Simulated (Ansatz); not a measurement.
# CCl2 (dichloromethylene) at MP2/def2-TZVPP

What is the electronic atomisation energy of CCl2 (dichloromethylene) at MP2/def2-TZVPP? 

Program for the calculation: Ansatz 0.2.0.

28 further runs of the same task are left out: 28 set aside as unsound or not needed. Runs told in other sessions of the task aren't counted.

## Step 1: The structure to begin with

The species is CCl2 (3 atoms), meant as a singlet with charge 0. SMILES: `Cl[C]Cl`. The coordinates come from a PBE0-D4/def2-TZVP relaxation.

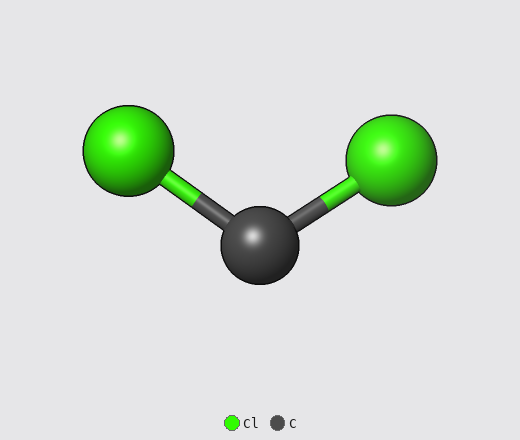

The structure, seen from a chosen angle (chlorine green, carbon dark grey).

## Step 2: The energy at MP2/def2-TZVPP

run.yaml reads:

```yaml
crystal:
  periodic: [false, false, false]
  atoms:
    - {symbol: Cl, position_ang: [1.236700, -0.329300, 0.644300]}
    - {symbol: C, position_ang: [-0.231600, -0.585100, -0.189800]}
    - {symbol: Cl, position_ang: [-1.005100, 0.914500, -0.454500]}
basis:
  gaussian: {orbitals: def2-TZVPP}
magnetization: {spin_polarized: false}
correlation: {method: mp2, frozen_orbitals: {C: 1, Cl: 5}}
accuracy: high
```

Started as:

```bash
ansatz run run.yaml --threads 1 --pin off --max-ram 2610MiB --events-out events.jsonl --progress --plain --runs-dir runs
```

Log:

```text
Warning: RAYON_NUM_THREADS=1 ignored (pool sized by the plan → 1); use --threads N
Functional definition: HF
  name "HF"
  exchange = exact_x
  correlation = 0
1736 factors; integrals over basis functions are off by at most 3.1e-9 eV
mean field evaluation 1: about -26034.2548 eV, gradient 1.7e1 eV
mean field evaluation 2: about -26034.4460 eV, gradient 1.8e1 eV
mean field evaluation 4: about -26035.5641 eV, gradient 2.9e0 eV
mean field evaluation 8: about -26035.6660 eV, gradient 1.3e-1 eV
mean field evaluation 16: about -26035.6662 eV, gradient 1.9e-8 eV
mean field -26035.66621018 eV, -956.7930856159 hartree, gradient 1.9e-8 eV, S^2 0.000000; 0 other end points of the search recorded, 0 dependent functions left out; unrestricted orbitals would lower it
11 core orbitals not correlated: weight in the atoms' cores, before any rotation towards them, 1.000 or more for the frozen orbitals, at most 0.000 for the correlated occupied ones
reference -26035.66621018 eV, -956.7930856159 hartree; 9, 9 occupied and 95, 95 virtual orbitals, 1736 factors
second order -14.05044351 eV of doubles, -0.00000000 eV of singles
Total energy: -26049.71665369 eV, -957.3094298911 hartree
```

It took 6 s on 1 thread of Arm Neoverse V1, shared host; peak memory 0.27 GiB.

## Step 3: The C atom, same level

molecule.yaml reads:

```yaml
crystal:
  periodic: [false, false, false]
  atoms:
    - symbol: C
      position_ang: [0.000000, 0.000000, 0.000000]
basis:
  gaussian: {orbitals: def2-TZVPP}
magnetization: {spin_polarized: true, initial_magnetization: 2}
correlation: {method: mp2, frozen_orbitals: {C: 1}}
accuracy: high
```

Run the same way, it converges to -37.75859 Eh (log not shown).

## Step 4: The Cl atom

in.yaml reads:

```yaml
basis:
  gaussian:
    orbitals: def2-TZVPP
crystal:
  periodic: [false, false, false]
  atoms:
    - {symbol: Cl, position_ang: [0.000000, 0.000000, 0.000000]}
magnetization:
  spin_polarized: true
  initial_magnetization: 1
correlation:
  method: mp2
  frozen_orbitals: {Cl: 5}
accuracy: high
```

Run the same way, it converges to -459.63530 Eh (log not shown).

## Step 5: Outcome

At MP2/def2-TZVPP, 11 core orbitals frozen:

| quantity | value |
| --- | --- |
| molecule: total energy | -957.30943 Eh |
| molecule: correlation energy (11 core orbitals frozen) | -516.3 mEh |
| C atom: total energy | -37.75859 Eh |
| C atom: correlation energy (1 core orbital frozen) | -66.1 mEh |
| C atom: ⟨S²⟩ of the reference determinant | 2.010 |
| Cl atom: total energy | -459.63530 Eh |
| Cl atom: correlation energy (5 core orbitals frozen) | -158.5 mEh |
| Cl atom: ⟨S²⟩ of the reference determinant | 0.760 |
| electronic atomisation energy | 7.626 eV |

What this shows: Taking the molecule apart into free atoms costs 7.63 eV (736 kJ/mol), before zero-point energy and without spin-orbit coupling. The restricted solution (molecule) is unstable to spin breaking: an unrestricted one lies lower.
